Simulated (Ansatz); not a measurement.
**Ge₂H₄ (singlet): one geometry, many settings**

Aim: run Ge₂H₄ (singlet) at one geometry under a spread of methods and options, and see what each costs and gives.

Method: the settings change from run to run; program: Ansatz 0.2.0, Gaussian basis.

15 further runs of the same task are left out: 4 that didn't finish, 11 set aside as unsound or not needed.

**1. What is computed**

The geometry is a PBE0/def2-TZVP stationary point (not a proven minimum) of the parent state, kept for this charge and spin. No spin-orbit coupling is included. The filled d shell of Ge may be among the frozen orbitals whatever the setting's name suggests; the logs give the count.

6 atoms, charge 0, spin multiplicity 1.

Atoms are counted from 1 here; the program's logs count them from 0.

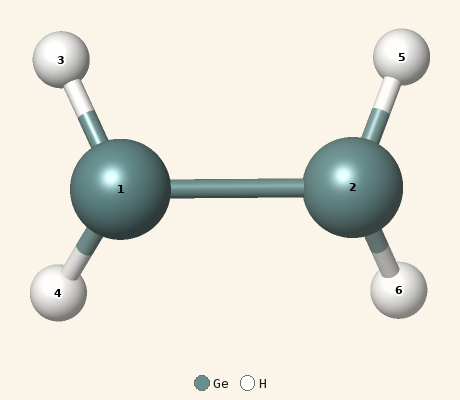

The structure; germanium teal, hydrogen white; atoms are numbered from 1 in the order of the file.

**2. CCSD(T)/cc-pVDZ**

in.yaml reads:

```yaml
crystal:
  periodic: [false, false, false]
  atoms:
    - {symbol: Ge, position_ang: [0.019165, 0.000000, 1.227623]}
    - {symbol: Ge, position_ang: [0.019165, 0.000000, -1.227623]}
    - {symbol: H, position_ang: [-0.690593, 1.252282, 1.800430]}
    - {symbol: H, position_ang: [-0.690593, -1.252282, 1.800430]}
    - {symbol: H, position_ang: [-0.690593, 1.252282, -1.800430]}
    - {symbol: H, position_ang: [-0.690593, -1.252282, -1.800430]}
basis:
  gaussian: {orbitals: cc-pVDZ}
magnetization: {spin_polarized: false}
hamiltonian: {xc: {name: PBE}}
correlation: {method: ccsd_t, electrons: outside_noble_gas}
output: {forces: true}
```

On the command line:

```
ansatz run in.yaml --threads 1 --pin off --events-out ev --progress --plain --max-ram 2393MiB
```

What it wrote, shortened:

```text
Functional definition: PBE
  name "PBE"
  cite "Perdew, Burke & Ernzerhof, Phys. Rev. Lett. 77, 3865 (1996) doi:10.1103/PhysRevLett.77.3865"
  parent pbe
[...]
826 factors; integrals over basis functions are off by at most 8.6e-4 eV
[...]
mean field -113080.17927355 eV, -4155.6199398047 hartree, gradient 6.0e-7 eV, S^2 0.000000; 2 other end points of the search recorded, 0 dependent functions left out; unrestricted orbitals would lower it
[...]
unrestricted determinant -113007.19849644 eV, -4152.9379457140 hartree, S^2 0.9786
28 core orbitals not correlated: weight in the atoms' cores, before any rotation towards them, 0.999 or more for the frozen orbitals, at most 0.000 for the correlated occupied ones
reference -113004.48789449 eV, -4152.8383329296 hartree; 6, 6 occupied and 40, 40 virtual orbitals, 826 factors
second order -6.14365126 eV of doubles, -0.43072885 eV of singles
cycle   1  -6.99420537 eV  change   -5.4e-1 eV  update   9.7e-2
[...]
cycle  11  -7.46879370 eV  change    4.4e-6 eV  update   2.9e-6
perturbative correction -0.44073760 eV, -0.0161968082 hartree
WARN: these amplitudes may be one of several solutions (largest doubles amplitude 0.36, level shift 0.32 eV)
[...]
Total energy: -113012.39742580 eV, -4153.1290028438 hartree
Atom 0 at     0.019165     0.000000     1.227623 Å, force    -0.733842     0.000000    -0.955881 eV/Å
Atom 1 at     0.019165     0.000000    -1.227623 Å, force    -0.733842    -0.000000     0.955881 eV/Å
Atom 2 at    -0.690593     1.252282     1.800430 Å, force     0.366921     0.125371     0.024854 eV/Å
Atom 3 at    -0.690593    -1.252282     1.800430 Å, force     0.366921    -0.125371     0.024854 eV/Å
Atom 4 at    -0.690593     1.252282    -1.800430 Å, force     0.366921     0.125371    -0.024854 eV/Å
Atom 5 at    -0.690593    -1.252282    -1.800430 Å, force     0.366921    -0.125371    -0.024854 eV/Å
Dipole moment:     0.080890    -0.000000    -0.000000 e Å
```

It took 9 s on 1 thread of Arm Neoverse V2, shared host.

From the report: correlation -7.9095 eV; T1 0.028; largest double amplitude 0.36. The orbitals are Kohn-Sham ones, so correlation energy and T1 don't compare with those on Hartree-Fock orbitals. The report flags that the cluster equations may have other roots.

**3. BCCD on RHF/cc-pVDZ**

in.yaml, as its differences from that of step 2:

```diff
@@ -12,4 +12,3 @@
 magnetization: {spin_polarized: false}
-hamiltonian: {xc: {name: PBE}}
-correlation: {method: ccsd_t, electrons: outside_noble_gas}
-output: {forces: true}
+correlation: {method: bccd, electrons: outside_noble_gas}
+scf: {lower_state_search: light}
```

The command is unchanged.

What it wrote, shortened:

```text
Functional definition: HF
  name "HF"
  cite "Fock, Z. Phys. 61, 126 (1930) doi:10.1007/BF01340294"
  parent pbe
[...]
826 factors; integrals over basis functions are off by at most 8.6e-4 eV
[...]
mean field -113005.59580311 eV, -4152.8790478204 hartree, gradient 1.1e-6 eV, S^2 0.000000; 1 other end points of the search recorded, 0 dependent functions left out; unrestricted orbitals would lower it
determinant -113005.59580311 eV, -4152.8790478204 hartree, with singles and doubles -113012.52244316 eV, -4153.1335971473 hartree
determinant -113004.00057204 eV, -4152.8204241598 hartree, with singles and doubles -113011.64421472 eV, -4153.1013228471 hartree
[...]
unrestricted determinant -113007.19849645 eV, -4152.9379457141 hartree, S^2 0.9786
28 core orbitals not correlated: weight in the atoms' cores, before any rotation towards them, 0.999 or more for the frozen orbitals, at most 0.000 for the correlated occupied ones
reference -113005.59580311 eV, -4152.8790478204 hartree; 6, 6 occupied and 40, 40 virtual orbitals, 826 factors
second order -5.71246021 eV of doubles, -0.00000000 eV of singles
cycle   1  -6.90858772 eV  change    1.8e-2 eV  update   7.5e-3
[...]
cycle   8  -6.91413719 eV  change   -8.2e-6 eV  update   4.6e-6
Total energy: -113012.50994031 eV, -4153.1331376757 hartree
```

Wall time 7.5 s (1 thread of Arm Neoverse V2, shared host).

From the report: correlation -6.9141 eV; largest double amplitude 0.35.

**4. CCSD/cc-pVDZ**

in.yaml, as its differences from that of step 3:

```diff
@@ -10,5 +10,6 @@
 basis:
-  gaussian: {orbitals: cc-pVDZ}
+  gaussian: {orbitals: cc-pVDZ, fitting: {mean_field: def2-universal-jkfit}}
 magnetization: {spin_polarized: false}
-correlation: {method: bccd, electrons: outside_noble_gas}
-scf: {lower_state_search: light}
+hamiltonian: {xc: {name: B3LYP}, pseudopotentials: {relativity: scalar}}
+correlation: {method: ccsd, electrons: outside_noble_gas, diis_vectors: 4}
+scf: {lower_state_search: off}
```

Launched as before.

What it wrote, shortened:

```text
Functional definition: B3LYP
  name "B3LYP"
  cite "Stephens, Devlin, Chabalowski & Frisch, J. Phys. Chem. 98, 11623 (1994) doi:10.1021/j100096a001"
  cite "Becke, Phys. Rev. A 38, 3098 (1988) doi:10.1103/PhysRevA.38.3098"
  cite "Lee, Yang & Parr, Phys. Rev. B 37, 785 (1988) doi:10.1103/PhysRevB.37.785"
  cite "Vosko, Wilk & Nusair, Can. J. Phys. 58, 1200 (1980) doi:10.1139/p80-159"
[...]
604 factors; integrals over basis functions are off by at most 3.7e-1 eV
[...]
mean field -114031.40320701 eV, -4190.5767745964 hartree, gradient 6.1e-6 eV, S^2 0.000000; 0 other end points of the search recorded, 0 dependent functions left out
28 core orbitals not correlated: weight in the atoms' cores, before any rotation towards them, 0.999 or more for the frozen orbitals, at most 0.000 for the correlated occupied ones
reference -113936.22145885 eV, -4187.0789098680 hartree; 6, 6 occupied and 40, 40 virtual orbitals, 604 factors
second order -6.10412477 eV of doubles, -0.32543773 eV of singles
cycle   1  -6.89146224 eV  change   -5.6e-1 eV  update   9.8e-2
[...]
cycle  12  -7.36233959 eV  change   -5.9e-6 eV  update   2.2e-6
WARN: these amplitudes may be one of several solutions (largest doubles amplitude 0.36, level shift 0.27 eV)
Total energy: -113943.58379844 eV, -4187.3494708576 hartree
Relativity: scalar
Checks for a lower state left out: stability, starts, cluster_reference, orbital_swaps, neighbouring_geometries, increment
```

Wall time 1.3 s (1 thread of Arm Neoverse V2, shared host).

From the report: correlation -7.3623 eV; T1 0.023; largest double amplitude 0.36. The orbitals are Kohn-Sham ones, so correlation energy and T1 don't compare with those on Hartree-Fock orbitals. The report flags that the cluster equations may have other roots.

**5. CCSD(T) on RHF/cc-pVDZ**

in.yaml, as its differences from that of step 4:

```diff
@@ -10,6 +10,5 @@
 basis:
-  gaussian: {orbitals: cc-pVDZ, fitting: {mean_field: def2-universal-jkfit}}
+  gaussian: {orbitals: cc-pVDZ}
 magnetization: {spin_polarized: false}
-hamiltonian: {xc: {name: B3LYP}, pseudopotentials: {relativity: scalar}}
-correlation: {method: ccsd, electrons: outside_noble_gas, diis_vectors: 4}
-scf: {lower_state_search: off}
+correlation: {method: ccsd_t, electrons: valence}
+output: {forces: true}
```

Same command.

What it wrote, shortened:

```text
Functional definition: HF
  name "HF"
  cite "Fock, Z. Phys. 61, 126 (1930) doi:10.1007/BF01340294"
  parent pbe
[...]
826 factors; integrals over basis functions are off by at most 8.6e-4 eV
[...]
mean field -113005.59580311 eV, -4152.8790478204 hartree, gradient 1.1e-6 eV, S^2 0.000000; 1 other end points of the search recorded, 0 dependent functions left out; unrestricted orbitals would lower it
determinant -113005.59580311 eV, -4152.8790478204 hartree, with singles and doubles -113013.55827092 eV, -4153.1716631153 hartree
determinant -113004.00057204 eV, -4152.8204241598 hartree, with singles and doubles -113012.66443416 eV, -4153.1388152202 hartree
[...]
unrestricted determinant -113007.19849645 eV, -4152.9379457141 hartree, S^2 0.9786
[...]
second order -6.80656184 eV of doubles, -0.00000000 eV of singles
cycle   1  -7.96236592 eV  change    1.0e-4 eV  update   8.9e-4
[...]
cycle   8  -7.96251398 eV  change  -3.4e-11 eV  update   9.4e-7
perturbative correction -0.47763581 eV, -0.0175527924 hartree
[...]
Total energy: -113014.03595291 eV, -4153.1892176045 hartree
Atom 0 at     0.019165     0.000000     1.227623 Å, force    -0.865807    -0.000000    -1.073612 eV/Å
Atom 1 at     0.019165     0.000000    -1.227623 Å, force    -0.865806    -0.000000     1.073612 eV/Å
Atom 2 at    -0.690593     1.252282     1.800430 Å, force     0.432903     0.035774    -0.026209 eV/Å
Atom 3 at    -0.690593    -1.252282     1.800430 Å, force     0.432903    -0.035774    -0.026209 eV/Å
Atom 4 at    -0.690593     1.252282    -1.800430 Å, force     0.432903     0.035774     0.026209 eV/Å
Atom 5 at    -0.690593    -1.252282    -1.800430 Å, force     0.432903    -0.035774     0.026209 eV/Å
Dipole moment:     0.072724    -0.000000    -0.000000 e Å
```

Wall time 19 s (1 thread of Arm Neoverse V2, shared host).

From the report: correlation -8.4401 eV; T1 0.013; largest double amplitude 0.34.

**6. CCSD(T) on RHF/cc-pVDZ**

in.yaml, as its differences from that of step 5:

```diff
@@ -12,3 +12,4 @@
 magnetization: {spin_polarized: false}
-correlation: {method: ccsd_t, electrons: valence}
+correlation: {method: ccsd_t, electrons: outside_noble_gas}
+accuracy: high
 output: {forces: true}
```

Launched as before.

What it wrote, shortened:

```text
Functional definition: HF
  name "HF"
  cite "Fock, Z. Phys. 61, 126 (1930) doi:10.1007/BF01340294"
  parent pbe
[...]
1633 factors; integrals over basis functions are off by at most 4.4e-9 eV
[...]
mean field -113005.59596946 eV, -4152.8790539336 hartree, gradient 1.6e-8 eV, S^2 0.000000; 1 other end points of the search recorded, 0 dependent functions left out; unrestricted orbitals would lower it
determinant -113005.59596946 eV, -4152.8790539336 hartree, with singles and doubles -113012.52260959 eV, -4153.1336032632 hartree
determinant -113004.00074053 eV, -4152.8204303517 hartree, with singles and doubles -113011.64437590 eV, -4153.1013287703 hartree
[...]
unrestricted determinant -113007.19866858 eV, -4152.9379520398 hartree, S^2 0.9786
[...]
second order -5.71251697 eV of doubles, -0.00000000 eV of singles
cycle   1  -6.92708839 eV  change   -4.5e-4 eV  update   8.5e-4
[...]
cycle  18  -6.92718496 eV  change   1.3e-10 eV  update  9.4e-10
perturbative correction -0.40403566 eV, -0.0148480365 hartree
[...]
Total energy: -113012.92719008 eV, -4153.1484713220 hartree
Atom 0 at     0.019165     0.000000     1.227623 Å, force    -0.758665     0.000000    -0.980937 eV/Å
Atom 1 at     0.019165     0.000000    -1.227623 Å, force    -0.758665    -0.000000     0.980937 eV/Å
Atom 2 at    -0.690593     1.252282     1.800430 Å, force     0.379332     0.118647     0.016831 eV/Å
Atom 3 at    -0.690593    -1.252282     1.800430 Å, force     0.379332    -0.118647     0.016831 eV/Å
Atom 4 at    -0.690593     1.252282    -1.800430 Å, force     0.379332     0.118647    -0.016831 eV/Å
Atom 5 at    -0.690593    -1.252282    -1.800430 Å, force     0.379332    -0.118647    -0.016831 eV/Å
Dipole moment:     0.079325     0.000000    -0.000000 e Å
```

It took 20 s on 1 thread of Arm Neoverse V2, shared host; peak memory 0.33 GiB.

From the report: correlation -7.3312 eV; T1 0.020; largest double amplitude 0.35.

**7. BCCD(T)/cc-pVDZ**

in.yaml, as its differences from that of step 6:

```diff
@@ -11,5 +11,5 @@
   gaussian: {orbitals: cc-pVDZ}
-magnetization: {spin_polarized: false}
-correlation: {method: ccsd_t, electrons: outside_noble_gas}
-accuracy: high
+magnetization: {spin_polarized: true, initial_magnetization: 0}
+hamiltonian: {xc: {name: PBE0}, pseudopotentials: {relativity: scalar}}
+correlation: {method: bccd_t, electrons: outside_noble_gas}
 output: {forces: true}
```

Launched as before.

What it wrote, shortened:

```text
Functional definition: PBE0
  name "PBE0"
  cite "Adamo & Barone, J. Chem. Phys. 110, 6158 (1999) doi:10.1063/1.478522"
  cite "Perdew, Burke & Ernzerhof, Phys. Rev. Lett. 77, 3865 (1996) doi:10.1103/PhysRevLett.77.3865"
  parent pbe
[...]
827 factors; integrals over basis functions are off by at most 8.6e-4 eV
[...]
mean field -114014.87014781 eV, -4189.9691958773 hartree, gradient 1.5e-6 eV, S^2 0.893155; 4 other end points of the search recorded, 0 dependent functions left out
28 core orbitals not correlated: weight in the atoms' cores, before any rotation towards them, 0.999 or more for the frozen orbitals, at most 0.000 for the correlated occupied ones
reference -113937.94384029 eV, -4187.1422062185 hartree; 6, 6 occupied and 40, 40 virtual orbitals, 827 factors
second order -4.79167065 eV of doubles, -0.28242083 eV of singles
cycle   1  -5.74542198 eV  change   -6.8e-1 eV  update   6.6e-2
[...]
cycle  17  -6.00927335 eV  change   -4.3e-7 eV  update   6.5e-7
perturbative correction -0.16051988 eV, -0.0058989966 hartree
[...]
Total energy: -113944.11363352 eV, -4187.3689419376 hartree
Relativity: scalar
Atom 0 at     0.019165     0.000000     1.227623 Å, force    -0.425813     0.000000    -0.480674 eV/Å
Atom 1 at     0.019165     0.000000    -1.227623 Å, force    -0.425813     0.000000     0.480674 eV/Å
Atom 2 at    -0.690593     1.252282     1.800430 Å, force     0.212907     0.046155    -0.000097 eV/Å
Atom 3 at    -0.690593    -1.252282     1.800430 Å, force     0.212907    -0.046155    -0.000097 eV/Å
Atom 4 at    -0.690593     1.252282    -1.800430 Å, force     0.212906     0.046156     0.000097 eV/Å
Atom 5 at    -0.690593    -1.252282    -1.800430 Å, force     0.212906    -0.046156     0.000097 eV/Å
Dipole moment:     0.060202     0.000000    -0.000000 e Å
```

It took 25 s on 1 thread of Arm Neoverse V2, shared host; peak memory 0.36 GiB.

From the report: ⟨S²⟩ of the determinant 0.893 (pure singlet: 0.00); correlation -6.1698 eV; largest double amplitude 0.03. The determinant is far from a pure spin state, so its energy mixes those of several spin states (harmless only where they are near-degenerate, as at dissociation).

**8. All runs side by side**

Where basis and cores are those of an earlier UCCSDT(Q)/cc-pVDZ run (-113013.0138 eV), and the state is the same kind, the miss against it is given. † marks a result that the program doubts.

```
                                             level         correlated  functions   energy (eV)  from UCCSDT(Q) (meV)   time
               CCSD(T)/cc-pVDZ (on PBE orbitals) †  outside noble gas         74  -113012.3974                 616.4    9 s
                               BCCD on RHF/cc-pVDZ  outside noble gas         74  -113012.5099                 503.9  7.5 s
CCSD/cc-pVDZ (on B3LYP orbitals, relativity set) †  outside noble gas         74  -113943.5838                        1.3 s
                            CCSD(T) on RHF/cc-pVDZ            valence         74  -113014.0360                         19 s
                            CCSD(T) on RHF/cc-pVDZ  outside noble gas         74  -113012.9272                  86.6   20 s
BCCD(T)/cc-pVDZ (on PBE0 orbitals, relativity set)  outside noble gas         74  -113944.1136                         25 s
```

**9. What came out**

```
quantity                                                      value
    runs                                                          6
quickest  CCSD/cc-pVDZ (on B3LYP orbitals, relativity set) †, 1.3 s
 slowest   BCCD(T)/cc-pVDZ (on PBE0 orbitals, relativity set), 25 s
```

What this shows: Total energies in different bases, with other cores or another treatment of relativity can't be set against each other. BCCD(T)/cc-pVDZ (on PBE0 orbitals, relativity set) took 19 times as long as CCSD/cc-pVDZ (on B3LYP orbitals, relativity set) †; the jobs differ in more than the method. Among the correlated runs with a miss given, it spans +87 to +616 meV. Cores frozen from Kohn-Sham orbitals shift the total energy.
